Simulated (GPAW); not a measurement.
# TaO2 (P4_2/mnm): the O K absorption edge, part 3 of 3

Aim: the near-edge shape at the O K edge of TaO2 (P4_2/mnm), and what the core hole does to it.

GPAW 26.7.0; X-ray absorption from dipole matrix elements to empty bands, plane-wave PAW LDA.

So far. Step 5 (Spectrum with XCH, O atom 3): Main maxima below 24 eV (height): 1.4 eV (1.36), 5.1 eV (2.22), 10.7 eV (1.28) and 19.7 eV (0.77).  Step 5 (Spectrum with XCH, O atom 3): The total-energy difference is 535.16 eV. One term is added: -8.83 eV, since the hole is spin-paired here and a spin-polarised one costs that much less in the free atom (computed apart). The photon energy is then 526.33 eV.

## 7. Spectrum with XCH, O atom 3

A smaller cell brings the holes closer; here they are 2.9 Å apart.

Changed against the first core-hole run: supercell atoms from 12 to 6; the field's mesh follows (5×5×5 to 8×5×5).

xas.py

```python
import numpy as np
from ase import Atoms
from ase.parallel import parprint, paropen
from gpaw import GPAW, PW, FermiDirac, Mixer, MixerDif, setup_paths
from gpaw.test import gen
setup_paths.insert(0, '.')
gen('O', name='fch1s', xcname='LDA', corehole=(1, 0, 1), write_xml=True)
from gpaw.mpi import world
world.barrier()

atoms = Atoms('Ta2O4',
    cell=[[0, 0, 2.876101],
     [5.007146, 0, 0],
     [0, 5.007146, 0]],
    scaled_positions=[[0, 0.5, 0.5],
     [0.5, 0, 0],
     [0, 0.785276, 0.785276],
     [0, 0.214724, 0.214724],
     [0.5, 0.285276, 0.714724],
     [0.5, 0.714724, 0.285276]],
    pbc=True)
atoms.calc = calc = GPAW(legacy_gpaw=True, mode=PW(500, force_complex_dtype=True), xc='LDA', setups={2: 'fch1s'},
    kpts={'size': (8, 5, 5), 'gamma': True}, occupations=FermiDirac(0.1),
    charge=-1, mixer=Mixer(0.1, 5, 50), maxiter=150,
    convergence={'density': 0.0001, 'eigenstates': 1e-6}, txt='scf.txt')
energy = atoms.get_potential_energy() + calc.get_reference_energy()
ef = calc.get_fermi_level()
out = dict(energy=energy, fermi=ef, forces=atoms.get_forces().tolist())
parprint(f'all-electron energy {energy:.4f} eV, Fermi level {ef:.4f} eV')
ev = np.array([[calc.get_eigenvalues(k, s) for k in range(len(calc.get_ibz_k_points()))] for s in range(calc.get_number_of_spins())])
out['homo'], out['lumo'], out['counts'] = ev[ev < ef].max(), ev[ev > ef].min(), sorted(set((ev < ef).sum((0, 2)).tolist()))
out['filled'] = (ev[:, 0] < ef).sum(1).tolist()

from ase.units import Ha
from gpaw.xas import dipole_matrix_elements
nb = int(calc.get_number_of_electrons() / 2) + 56
top, nb = nb, nb + 8 + nb // 12
nscf = calc.fixed_density(kpts={'size': (10, 6, 6), 'gamma': True}, nbands=nb,
    convergence={'bands': top, 'eigenstates': 5e-3}, maxiter=60, txt='nscf.txt')
cell = atoms.cell.array
ops = [cell.T @ U.T @ np.linalg.inv(cell.T) for U in nscf.wfs.kd.symmetry.op_scc]
E = np.arange(-6, 34, 0.1)
fwhm = np.interp(E, [4, 25], [0.9, 3.5])
Y, X, zero, highest = 0, 0, 1e9, 1e9
for spin in range(nscf.get_number_of_spins()):
    wfs = nscf.wfs
    mine = wfs.bd.get_slice()  # this rank's bands
    A = dipole_matrix_elements(wfs.setups[2])
    eps = np.zeros((wfs.kd.nibzkpts, nb))
    d = np.zeros((3, A.shape[1], wfs.kd.nibzkpts, nb), complex)
    for kpt in wfs.kpt_u:
        if kpt.s == spin and 2 in kpt.P_ani:
            eps[kpt.k, mine] = kpt.eps_n * Ha
            d[:, :, kpt.k, mine] = (kpt.weight * wfs.nspins / 2) ** 0.5 * np.inner(A, kpt.P_ani[2])
    world.sum(eps)
    world.sum(d)
    T = np.einsum('amkn,bmkn->abkn', d, d.conj()).real
    T = sum(np.einsum('ai,ijkn,bj->abkn', R, T, R) for R in ops) / len(ops)
    empty = eps > ef
    zero, highest = min(zero, eps[empty].min()), min(highest, eps[:, top - 1].min())
    lines = [(eps, T, empty)] if spin == 0 else lines + [(eps, T, empty)]
for eps, T, empty in lines:
    f = np.einsum('aakn->akn', T).reshape(3, -1)
    x = eps.ravel() - zero
    w = np.interp(x, E, fwhm) / 2.35482
    g = np.exp(-0.5 * ((E[:, None] - x) / w) ** 2) / (w * (2 * np.pi) ** 0.5)
    Y = Y + (f * empty.ravel()) @ g.T
    X = X + (f * ~empty.ravel()) @ g.T
out.update(E=E.round(2).tolist(), xas=Y.tolist(), xes=X.tolist(), zero=zero, valid=highest - zero, nk=len(eps), nb=nb)
for i in range(0, len(E), 10):
    parprint(f'{E[i]:7.2f}', *(f'{v:10.3e}' for v in Y[:, i]))
import json
with paropen('out.json', 'w') as f:
    json.dump(out, f)
```

On the command line:

```sh
> OMP_NUM_THREADS=1 mpirun -n 4 gpaw python xas.py
```

Numbers of over 12 decimals in the logs are rounded to 6 here.

The program printed:

```text
Input parameters:
  charge: -1
  convergence: {density: 0.0001,
                eigenstates: 1e-06}
  kpts: {gamma: True,
         size: (8, 5, 5)}
  maxiter: 150
  mixer: {backend: pulay,
          beta: 0.1,
          method: separate,
          nmaxold: 5,
          weight: 50}
  mode: {ecut: 500.0,
         force_complex_dtype: True,
         name: pw}
  occupations: {fixmagmom: False,
[...]
*p    :    -0.067100
*d    :     0.000000
--------------------------------

Diagonalizing with gridspacing h=0.050

state   all-electron     PAW
-------------------------------
2s:      -1.594915    -1.596334
2p:      -1.067100    -1.073375
*d:                   -0.060686
*f:                   -0.013559
-------------------------------
all-electron energy -855481.0948 eV, Fermi level 9.2659 eV
[...]
32.00  9.946e-05  9.946e-05  9.333e-05
  33.00  8.637e-05  8.637e-05  8.357e-05
[key lines of the parts left out:]
Converged after 15 iterations.
Dipole moment: (0.305275, 0.305275, 0.000000) |e|*Ang
Free energy:    -75.542598
Fermi level: 9.26588
```

The job ended after 42 s (4 MPI ranks of Intel Xeon Platinum 8488C (Sapphire Rapids), shared host; peak memory 0.33 GiB).

These settings depart from the first run's and aren't meant as converged.

Against the first run the r.m.s. difference is 14 %. Another feature, at 6.7 eV (2.21), becomes the highest below 16 eV; the one at 5.1 eV (2.22) is now at 4.7 eV (2.04).

| E (eV) | first run | this run |
| --- | --- | --- |
| -2.0 | 0.00 | 0.00 |
| -0.5 | 0.10 | 0.07 |
| 1.0 | 1.19 | 1.37 |
| 2.5 | 0.57 | 0.83 |
| 4.0 | 1.12 | 1.37 |
| 5.5 | 2.09 | 1.72 |
| 7.0 | 1.90 | 2.12 |
| 8.5 | 1.17 | 1.07 |
| 10.0 | 1.16 | 1.35 |
| 11.5 | 1.10 | 0.85 |
| 13.0 | 0.65 | 0.53 |
| 14.5 | 0.41 | 0.35 |
| 16.0 | 0.33 | 0.34 |
| 17.5 | 0.47 | 0.55 |
| 19.0 | 0.73 | 0.78 |
| 20.5 | 0.73 | 0.69 |
| 22.0 | 0.57 | 0.54 |
| 23.5 | 0.49 | 0.48 |
| 25.0 | 0.54 | 0.56 |
| 26.5 | 0.74 | 0.79 |
| 28.0 | 0.99 | 1.02 |
| 29.5 | 1.17 | 1.24 |
| 31.0 | 1.38 | 1.51 |

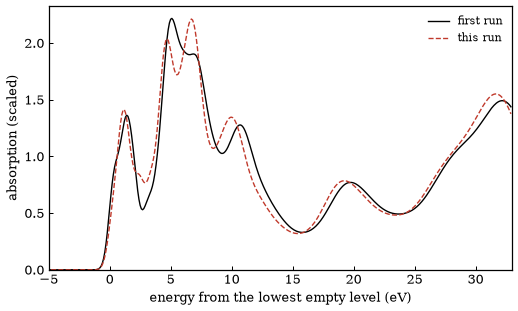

This run beside the first core-hole run.

## 8. With and without the hole

Both curves are counted from their own zero, so only the shift of weight within the empty states shows.

| E (eV) | no hole | XCH |
| --- | --- | --- |
| -2.0 | 0.00 | 0.00 |
| -1.0 | 0.00 | 0.00 |
| 0.0 | 0.45 | 0.54 |
| 1.0 | 0.82 | 1.19 |
| 2.0 | 1.56 | 0.99 |
| 3.0 | 0.82 | 0.59 |
| 4.0 | 0.53 | 1.12 |
| 5.0 | 1.19 | 2.21 |
| 6.0 | 1.46 | 1.94 |
| 7.0 | 1.48 | 1.90 |
| 8.0 | 1.74 | 1.42 |
| 9.0 | 1.47 | 1.04 |
| 10.0 | 1.36 | 1.16 |
| 11.0 | 1.52 | 1.25 |
| 12.0 | 1.41 | 0.91 |
| 13.0 | 1.05 | 0.65 |
| 14.0 | 0.73 | 0.47 |
| 15.0 | 0.50 | 0.36 |
| 16.0 | 0.36 | 0.33 |
| 17.0 | 0.33 | 0.40 |
| 18.0 | 0.40 | 0.56 |
| 19.0 | 0.54 | 0.73 |
| 20.0 | 0.66 | 0.77 |
| 21.0 | 0.65 | 0.68 |
| 22.0 | 0.56 | 0.57 |
| 23.0 | 0.47 | 0.50 |
| 24.0 | 0.42 | 0.49 |
| 25.0 | 0.40 | 0.54 |
| 26.0 | 0.42 | 0.66 |
| 27.0 | 0.50 | 0.83 |
| 28.0 | 0.61 | 0.99 |
| 29.0 | 0.72 | 1.11 |
| 30.0 | 0.81 | 1.23 |
| 31.0 | 0.93 | 1.38 |
| 32.0 | 1.11 | 1.49 |

With each curve scaled to its own mean, the area from −2 to 6 eV with the hole is 7.6 against 6.2, and the centre of weight from −1 to 20 eV moves by -0.4 eV: the hole pulls the absorber's empty states down.

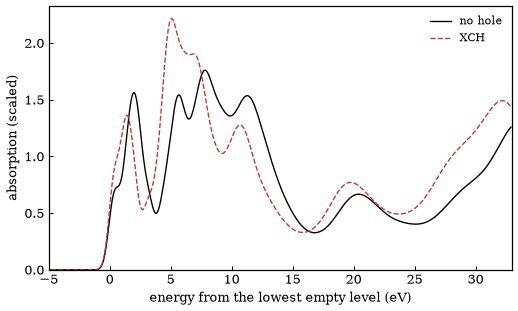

The O K edge with and without the core hole, each from its own zero; the highest intensity below 16 eV lies at 5.1 eV with the hole.

## 9. Results

- absorber and edge: O K, atom 3 of the ground-state input (counted from 1)
- surroundings: 1 Ta at 2.02 Å and 2 Ta at 2.09 Å (distorted trigonal planar, site symmetry m2m)
- highest intensity below 16 eV: 5.1 eV above the zero, height 2.22
- photon energy of the zero, with the added terms: 526.3 eV (raw 535.2 eV; LDA puts this hole about 4 eV below PBE, itself good to a few eV)

**Reading.** The O K edge of atom 3, with 1 Ta at 2.02 Å and 2 Ta at 2.09 Å (distorted trigonal planar, site symmetry m2m), has its highest intensity of the first 16 eV at 5.1 eV above the zero, near 531 eV in photon energy (LDA puts this hole about 4 eV below PBE, itself good to a few eV), 2.2 times the mean level of the first 20 eV (Gaussian full width 0.9 eV up to 4 eV, rising linearly to 3.5 eV at 25 eV). With each curve scaled to its own mean, the area from −2 to 6 eV with the hole is 7.6 against 6.2, and the centre of weight from −1 to 20 eV moves by -0.4 eV: the hole pulls the absorber's empty states down. A cell with holes 2.9 Å apart changes the curve by 14 % r.m.s. (12 % after the best shift). At the O K edge of atom 3 polarisation matters most near 4.5 eV, where the curves differ by 2.0 on this scale. The unit cell's mesh shows no gap over 0.35 eV. That is right for a metallic compound; for a small-gap or correlated insulator it would be the fault of the functional or of the assumed magnetic order, and the hole would be screened too well. The holes are only 5.8 Å apart, so the shape is probably not converged with cell size; no larger cell was run here. The mesh is coarse (0.23 Å⁻¹ between points), so small maxima may be mesh ripples. Lifetime broadening is put in by hand, and intensities beyond about 20 eV depend on it and on the partial waves; weight that the partial waves miss at high energy is lost. The structure is a computed Materials Project entry and may be a hypothetical form.

[Banner, clock and machine lines of the logs are left out without a mark of their own.]

[Logs are printed without paths, hosts, clocks, repeated set-up lines and the standing remarks that a program may print on its own settings, such as how far it seeks lower states.]

[Hosts, paths, dates, database ids (printed as entryN), source tags and the programs' standing remarks are cut or masked in the printed files.]

[Lists of maxima count a maximum above −3 eV only where it reaches 4 % of the highest in the window and stands out from its surroundings by 2 % of it (1.5 % where it reaches 55 %); shoulders and weaker maxima are passed over, and of the rest the first, up to two pre-edge ones and the few strongest are named.]
